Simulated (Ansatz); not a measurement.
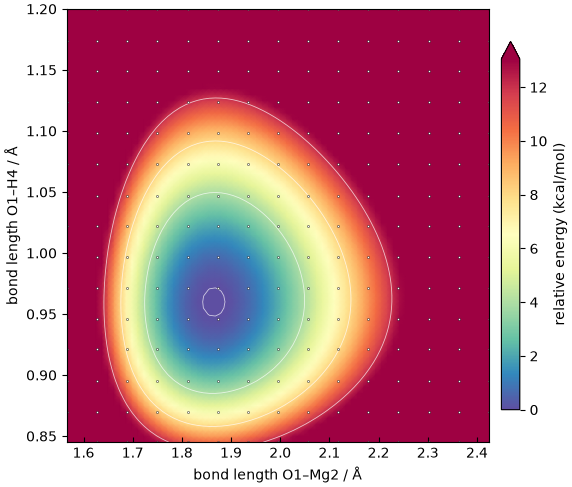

H3MgOSi, SMILES [OH][Mg][SiH2-], charge −1. 
- Coordinates scanned: (1) bond length O1–Mg2; (2) bond length O1–H4.
- Nothing is relaxed (all other coordinates rigid).
- The scan uses a 15 × 15 grid.
- Energies: kcal/mol, counted from the lowest grid point.
- Method: RHF-MP2, frozen core/def2-TZVPD in Ansatz.

Drawn: a smooth colour map with a few white contour lines, dots at the grid points, one colour for all values above the top of the scale. Between grid points the surface is interpolated.

### Where is the minimum, and how stiff is the well along each coordinate?

The interpolated minimum is at bond length O1–Mg2 ≈ 1.865 Å, bond length O1–H4 ≈ 0.960 Å. The curvatures there are about 14 eV/Å² and 53 eV/Å², with a cross term of about 0 eV/Å². Round the minimum the two coordinates are nearly uncoupled. (1 eV is 23.1 kcal/mol.)
